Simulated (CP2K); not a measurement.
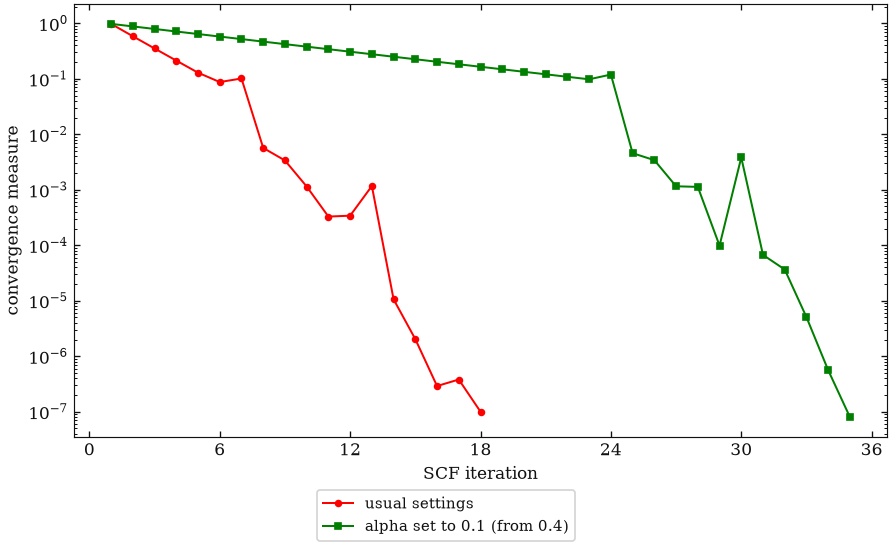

Two SCF runs that differ in one setting.
- system: [Al(CN)H3]- (SMILES [H][Al-]([H])([H])[C]#N) (charge −1)
- method: RHF PM3 (CP2K 2026.2)

> Which runs converged, and in how many iterations?

“usual settings” converged in 18 iterations. “alpha set to 0.1 (from 0.4)” converged in 35 iterations. CP2K mixes the density linearly, with weight alpha, until the error falls below EPS_DIIS, and only then turns to DIIS. That happens at step 7 with the usual settings and at step 24 in the changed run. Both end at the same energy within 1 meV.
